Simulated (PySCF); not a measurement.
## Two runs on P₄O₆

System: P₄O₆ (phosphorus(iii) oxide).
Method of run A: GIAO B3LYP/pcSseg-1 NMR shielding, non-relativistic, gas phase (PySCF 2.14.0).

The geometry comes from this level: PBE0-D3(BJ)/def2-SVP. Text and figures count atoms from 1; the logs count them from 0 in places.

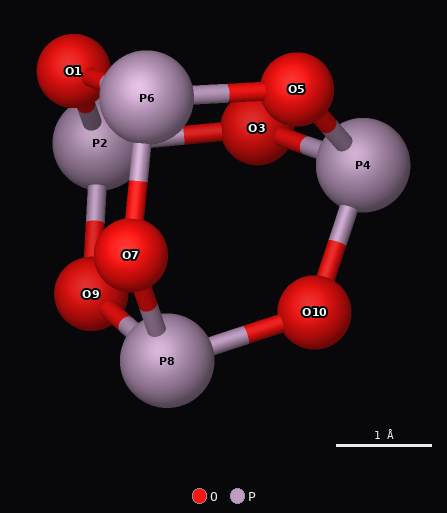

**Figure 1.** The structure (ball-and-stick view, seen at a tilt; atoms are numbered from 1 in the order of the input). Bond lengths as drawn: O–P 1.67 Å.

**Input, run A**
```
{"job": {"kind": "nmr", "xc": "B3LYP", "basis": "pcSseg-1", "pop": false}, "charge": 0, "multiplicity": 1}
O      1.206733    -1.248494     0.078181
P      1.428999    -0.228122     1.378948
O      1.320319     1.235643     0.586123
P      0.128700     1.739278    -0.465246
O      0.105743     0.419558    -1.485179
P     -0.005764    -1.190886    -1.065984
O     -1.323702    -1.106480    -0.047249
P     -1.556787    -0.061227     1.232155
O     -0.107461    -0.290096     2.025245
O     -1.209687     1.376994     0.462244
```

The first line tells a small driver script what to run in PySCF; the rest is the geometry in Å.

Command:
```bash
OMP_NUM_THREADS=1 python <driver script> task.json out
```

Hardware: 1 CPU thread, shared host.

**Output (run A)**
```
coarse grid: 13016 points
cycle   1  E = -1816.3762022446  dE =  2.530e+00  |g| = 1.656e+00  |ddm| = 3.845e+00
cycle   2  E = -1815.8088754640  dE =  5.673e-01  |g| = 2.427e+00  |ddm| = 2.374e+00
cycle   3  E = -1816.8294516809  dE = -1.021e+00  |g| = 1.110e-01  |ddm| = 1.458e+00
cycle   4  E = -1816.8317163004  dE = -2.265e-03  |g| = 3.166e-02  |ddm| = 1.517e-01
cycle   5  E = -1816.8319052216  dE = -1.889e-04  |g| = 1.898e-03  |ddm| = 3.075e-02
cycle   6  E = -1816.8319058997  dE = -6.782e-07  |g| = 9.425e-04  |ddm| = 2.669e-03
final grid: 114952 points
cycle   7  E = -1816.9532095217  dE = -1.208e-05  |g| = 7.444e-03  |ddm| = 1.263e-02
cycle   8  E = -1816.9531982930  dE =  1.123e-05  |g| = 1.096e-02  |ddm| = 9.538e-03
cycle   9  E = -1816.9532177520  dE = -1.946e-05  |g| = 7.647e-04  |ddm| = 6.164e-03
cycle  10  E = -1816.9532178364  dE = -8.436e-08  |g| = 3.234e-04  |ddm| = 6.054e-04
cycle  11  E = -1816.9532178545  dE = -1.809e-08  |g| = 4.091e-05  |ddm| = 2.119e-04
cycle  12  E = -1816.9532178548  dE = -2.965e-10  |g| = 1.015e-05  |ddm| = 4.354e-05
converged SCF energy = -1816.9532178548

GIAO shielding tensors (ppm)
atom      isotropic    diamagn.    paramagn.     s11        s22        s33       span
  0 O      153.673     405.341    -251.668     29.667    175.687    255.665    225.998
  1 P      176.938     964.550    -787.612     53.111     53.388    424.316    371.205
  2 O      153.816     405.151    -251.335     30.054    175.850    255.546    225.492
  3 P      177.010     964.657    -787.647     53.203     53.366    424.460    371.257
  4 O      153.786     405.545    -251.759     29.956    175.782    255.620    225.664
  5 P      176.695     964.739    -788.044     52.850     53.159    424.075    371.225
  6 O      153.669     405.353    -251.684     29.604    175.668    255.735    226.131
  7 P      176.785     964.558    -787.773     52.976     53.246    424.134    371.158
  8 O      153.704     404.959    -251.255     29.906    175.693    255.513    225.608
  9 O      153.762     405.164    -251.401     29.806    175.785    255.696    225.890
```

The input of run B differs as follows (lines with − go, lines with + come):
```diff
-"xc": "B3LYP"
+"xc": "PBE0"
-"pop": false
```

What does this change do to the results?

The total energies belong to different methods, so their difference says nothing on which is more stable or more accurate. The HOMO goes from −8.17 to −8.43 eV. The LUMO goes from −1.75 to −1.64 eV. Of all shieldings, the largest change is that of P2, P4, P6 and P8, by +19.0 ppm. The functional changes from B3LYP to PBE0. The number of SCF iterations is the same.

**Output (run B)**
```
coarse grid: 13016 points
cycle   1  E = -1815.4195541007  dE =  2.500e+00  |g| = 1.465e+00  |ddm| = 3.859e+00
cycle   2  E = -1815.1048744423  dE =  3.147e-01  |g| = 1.981e+00  |ddm| = 2.062e+00
cycle   3  E = -1815.7822585464  dE = -6.774e-01  |g| = 9.447e-02  |ddm| = 1.175e+00
cycle   4  E = -1815.7838836823  dE = -1.625e-03  |g| = 2.272e-02  |ddm| = 1.228e-01
cycle   5  E = -1815.7839826963  dE = -9.901e-05  |g| = 1.199e-03  |ddm| = 2.058e-02
cycle   6  E = -1815.7839830217  dE = -3.254e-07  |g| = 6.540e-04  |ddm| = 1.946e-03
final grid: 114952 points
cycle   7  E = -1815.9040189315  dE = -1.966e-05  |g| = 1.359e-02  |ddm| = 2.378e-02
cycle   8  E = -1815.9039916387  dE =  2.729e-05  |g| = 1.850e-02  |ddm| = 1.720e-02
cycle   9  E = -1815.9040479905  dE = -5.635e-05  |g| = 6.717e-04  |ddm| = 1.034e-02
cycle  10  E = -1815.9040480439  dE = -5.339e-08  |g| = 3.696e-04  |ddm| = 7.179e-04
cycle  11  E = -1815.9040480673  dE = -2.344e-08  |g| = 7.898e-05  |ddm| = 2.607e-04
cycle  12  E = -1815.9040480683  dE = -9.964e-10  |g| = 1.284e-05  |ddm| = 5.590e-05
converged SCF energy = -1815.9040480683

GIAO shielding tensors (ppm)
atom      isotropic    diamagn.    paramagn.     s11        s22        s33       span
  0 O      162.233     404.211    -241.978     39.735    177.911    269.051    229.316
  1 P      195.947     964.212    -768.265     73.931     74.199    439.712    365.781
  2 O      162.365     403.985    -241.621     40.102    178.075    268.917    228.814
  3 P      195.999     964.307    -768.308     74.003     74.158    439.836    365.834
  4 O      162.339     404.456    -242.117     40.011    178.011    268.995    228.984
  5 P      195.704     964.379    -768.675     73.672     73.969    439.470    365.797
  6 O      162.230     404.227    -241.996     39.670    177.897    269.124    229.454
  7 P      195.792     964.219    -768.427     73.787     74.061    439.528    365.742
  8 O      162.256     403.758    -241.502     39.959    177.924    268.886    228.926
  9 O      162.317     404.001    -241.684     39.863    178.011    269.076    229.213
```

**The two runs side by side**

```csv
quantity,run A,run B
outcome,converged,converged
total energy (hartree),−1816.953218,−1815.904048
HOMO (eV),−8.17,−8.43
LUMO (eV),−1.75,−1.64
dipole moment (D),0.01,0.01
shielding of O1 (ppm),153.7,162.2
shielding of P2 (ppm),176.9,195.9
shielding of P4 (ppm),177.0,196.0
shielding of P6 (ppm),176.7,195.7
shielding of O7 (ppm),153.7,162.2
shielding of P8 (ppm),176.8,195.8
shielding of O10 (ppm),153.8,162.3
SCF iterations,12,12
basis functions,198,198
wall time (shared host),45 s,61 s
```
